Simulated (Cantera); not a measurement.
A closed system holds: 1 mol Si(CH₃)₄, 0.15 mol CH₄, 120 mol H₂, at 300 Torr.

Equilibrium computed with Cantera from the NASA thermochemical tables; the gas is ideal and each condensed phase is pure. Candidate condensed phases: C, C₆H₆, C₇H₈, C₈H₁₈, Si, SiC; 87 gas species. Gases not in the tables: Si₂H₆ and higher silanes. Equilibrium is a limit: real reactors are often held back by kinetics, nucleation or transport.

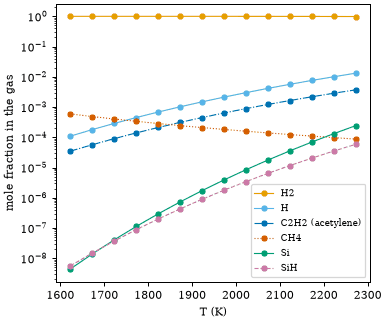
Figure. Equilibrium gas composition (values under 1e-9 drawn at 1e-9)

From 1623 K to 2273 K the condensed part is C(graphite) + SiC(s). The main Si-bearing gas is SiH₂ at 1623 K and Si at 2273 K.
